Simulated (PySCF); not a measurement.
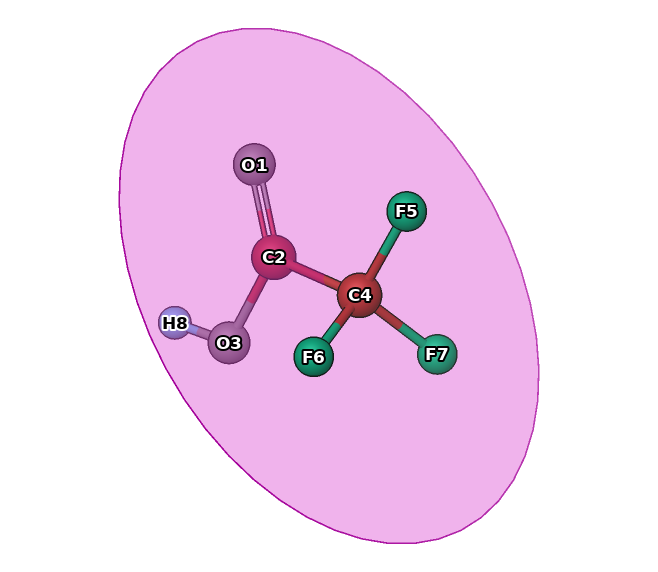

A disc through the centre of mass is drawn in. Atoms fade into the background with distance from the viewer. Computed geometry: GFN2-xTB optimisation. No frequency run is at hand to confirm it as a minimum.

Q: Is the plane of the disc a mirror plane of the structure?

A: No. The point group is Cs, with 1 mirror plane, and this plane isn't one of its mirror planes.
